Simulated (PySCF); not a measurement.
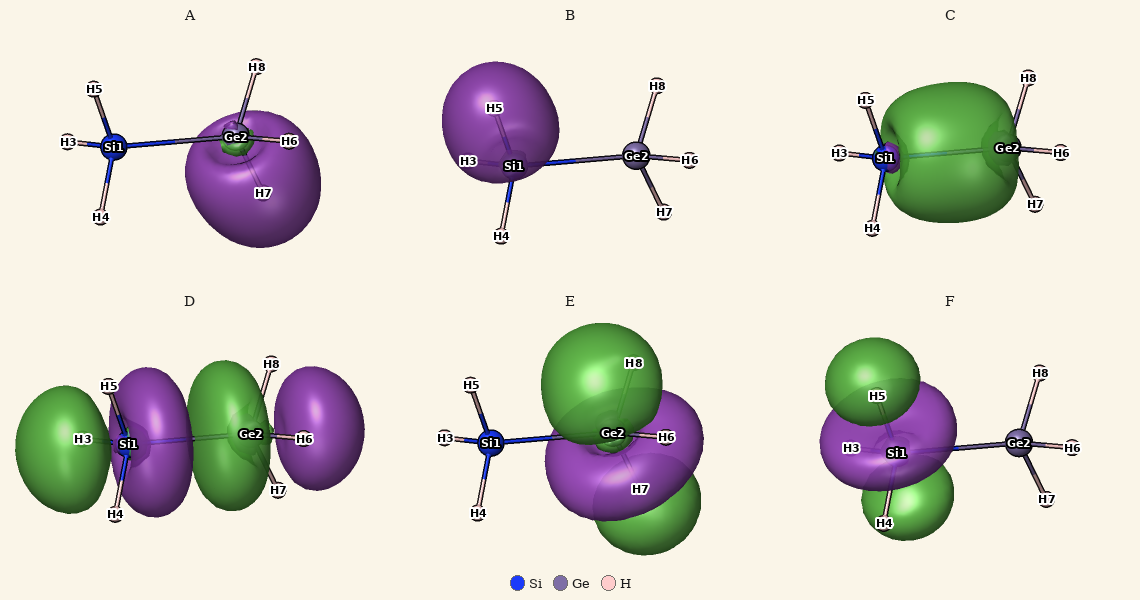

Figure 1: GeH6Si, SMILES `[SiH3][GeH3]`. Intrinsic bond orbitals (IBO), occupied and valence-virtual; each surface holds about 80 % of the orbital's density. Energies are diagonal elements of the Fock matrix.

Computed with PySCF, TPSS/cc-pVDZ, geometry: GFN2-xTB. No frequency check shows the geometry to be a minimum. GFN2-xTB bond lengths at metals and heavier atoms can be off by up to 0.1 Å and shapes distorted, which carries into these values.

**Name the orbitals, with their atomic make-up and energies.**

By panel:
- A: σ bond H7–Ge2 (H7 53 %, Ge2 46 %; −9.9 eV)
- B: σ bond H5–Si1 (H5 55 %, Si1 45 %; −10.2 eV)
- C: σ bond Ge2–Si1 (Ge2 52 %, Si1 48 %; −10.2 eV)
- D: σ* orbital Si1–Ge2 (Si1 52 %, Ge2 48 %; 1.5 eV)
- E: σ* orbital Ge2–H7 (Ge2 54 %, H7 46 %; 4.4 eV)
- F: σ* orbital Si1–H5 (Si1 55 %, H5 45 %; 4.7 eV)
